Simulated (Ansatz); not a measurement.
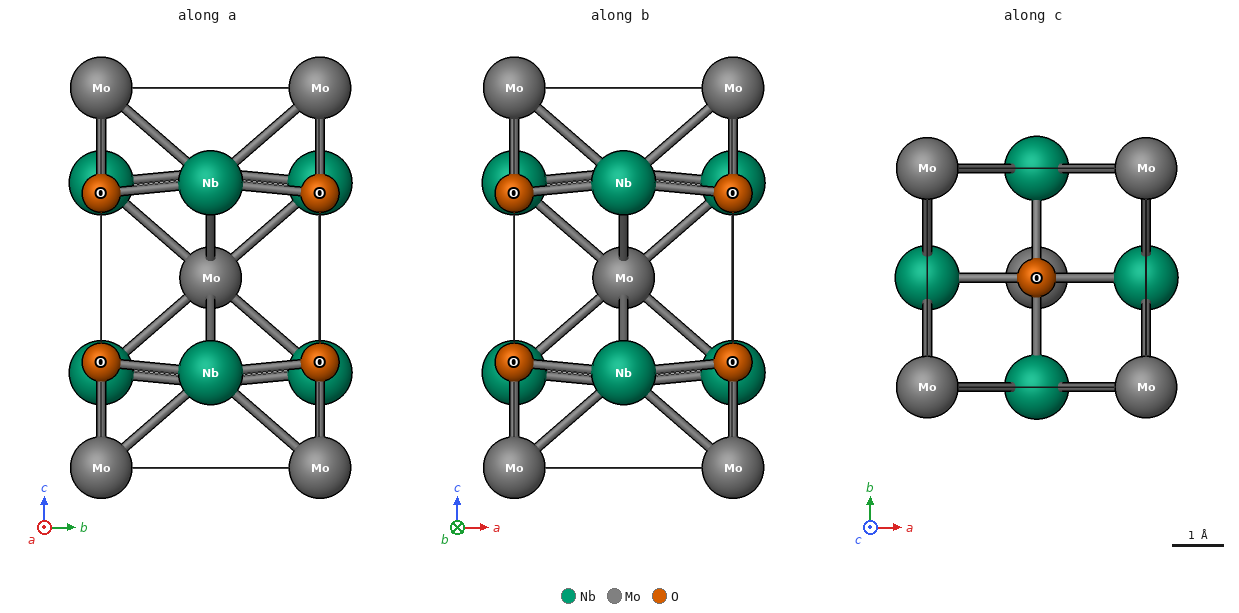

Crystal structure, ball-and-stick style, seen along the a axis, along the b axis and along the c axis. One conventional unit cell is outlined, and atoms on its boundary appear in each equivalent place.

The bonds drawn are Mo–Nb up to 2.93 Å, Mo–O up to 2.62 Å, Nb–O up to 2.73 Å (cut-off distances).

The composition is Nb2MoO2.

Q: What lies around O?

A: Four Nb and one Mo in a distorted square pyramidal arrangement (about 2.2 Å to Nb, 2.1 Å to Mo).

Q: What are the neighbours of Mo?

A: Each Mo has eight Nb and two O (about 2.9 Å to Nb, 2.1 Å to O). Not all metal-metal contacts are counted.

Q: In how many dimensions do the bonds extend?

A: The bonds build a three-dimensional framework.

The structure comes from a textbook structure type filled with these elements (whether it is the usual form wasn't checked). The final geometry of a relaxation with Ansatz, DFT PBE, scalar-relativistic, plane waves, PAW is shown.
